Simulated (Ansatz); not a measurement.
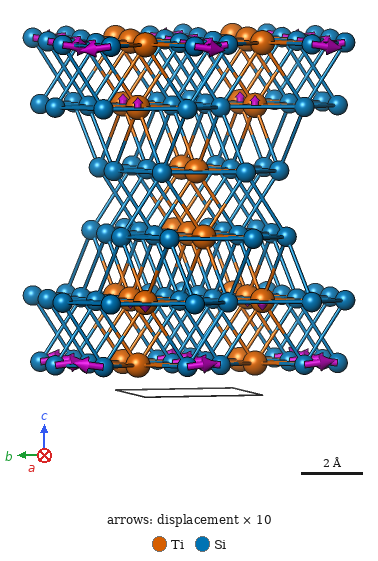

This is a relaxation of a slab of composition TiSi2 (cut from the Fddd phase). The starting structure is drawn; purple arrows show the displacements, magnified 10 times.

Style: ball-and-stick. Shown: the 2 × 1 repeat of the cell, outlined in the plane, without the vacuum, from a free direction.

Case: (0 0 1) slab, atoms relaxed. The slab is the (0 0 1) face of TiSi2.

Method: Ansatz, DFT r2SCAN, scalar-relativistic, plane waves, PAW.

Input
```yaml
crystal:
  lattice:
    - [4.759736263, 0.0, 0.0]
    - [-2.3588725772, 4.1341032229, 0.0]
    - [0.0, 0.0, 25.6452772379]
  atoms:
    - { symbol: Ti, position: [0.5, 0.0, 0.2924515079] }
    - { symbol: Si, position: [0.1626699719, 0.3373300281, 0.2924515079] }
    - { symbol: Si, position: [0.8373300281, 0.6626699719, 0.2924515079] }
    - { symbol: Ti, position: [0.0, 0.0, 0.3754709048] }
    - { symbol: Si, position: [0.3373300281, 0.6626699719, 0.3754709048] }
    - { symbol: Si, position: [0.6626699719, 0.3373300281, 0.3754709048] }
    - { symbol: Ti, position: [0.0, 0.5, 0.4584903016] }
    - { symbol: Si, position: [0.6626699719, 0.8373300281, 0.4584903016] }
    - { symbol: Si, position: [0.3373300281, 0.1626699719, 0.4584903016] }
    - { symbol: Ti, position: [0.5, 0.5, 0.5415096984] }
    - { symbol: Si, position: [0.8373300281, 0.1626699719, 0.5415096984] }
    - { symbol: Si, position: [0.1626699719, 0.8373300281, 0.5415096984] }
    - { symbol: Ti, position: [0.5, 0.0, 0.6245290952] }
    - { symbol: Si, position: [0.1626699719, 0.3373300281, 0.6245290952] }
    - { symbol: Si, position: [0.8373300281, 0.6626699719, 0.6245290952] }
    - { symbol: Ti, position: [0.0, 0.0, 0.7075484921] }
    - { symbol: Si, position: [0.3373300281, 0.6626699719, 0.7075484921] }
    - { symbol: Si, position: [0.6626699719, 0.3373300281, 0.7075484921] }
basis:
  ecutwfc: 500
kpoints:
  mp_grid: { grid: [8, 8, 1] }
hamiltonian:
  xc: r2scan
scf:
  occupations: { method: gaussian, width: 0.1 }
output:
  forces: true
  eigenvalues: true
  write_density: true
  write_potential: true
  elf: true
  volumetric_format: npy
relax:
  adjacent_minimum: "off"
  f_tol: 0.02
  max_steps: 60
efield:
  axis: 3
  dipole_correction: true
  ramp_width: 0.04
```

Launched with:
```bash
ansatz run input.yaml --threads 2 --pin off --max-ram 5120MiB --backend cpu --events-out ev --progress --plain --runs-dir out
```

**Which element moves most?**

Silicon: up to 0.10 Å, against 0.03 Å for titanium.

**Describe the change and its energy.**

The largest moves relative to the layer's centre, 0.10 Å, are those of Si2, Si3, Si17 and Si18. Si2 goes at 83° to the normal (+c side). Largest moves by element: Si 0.10 Å, Ti 0.03 Å. The cell stays as it was. Some distances before and after: Ti16–Si17 2.740 → 2.637 Å, Si17–Si18 2.678 → 2.583 Å, Si17–Si18 (another image) 2.789 → 2.695 Å, Ti16–Si17 (another image) 2.740 → 2.794 Å. Bond angles that change, for instance: Ti1–Si2–Si3 180.0° → 174.2°, Ti1–Si2–Si3 60.7° → 64.7°, Ti1–Si2–Ti1 119.3° → 115.7°. The energy falls by 41.8 meV per cell of the calculation in 5 geometry steps. The largest force component goes from 0.21 to 0.0039 eV/Å. The run took 20 min on 2 threads of Arm Neoverse V2, on a shared host, peak memory 2.8 GiB.
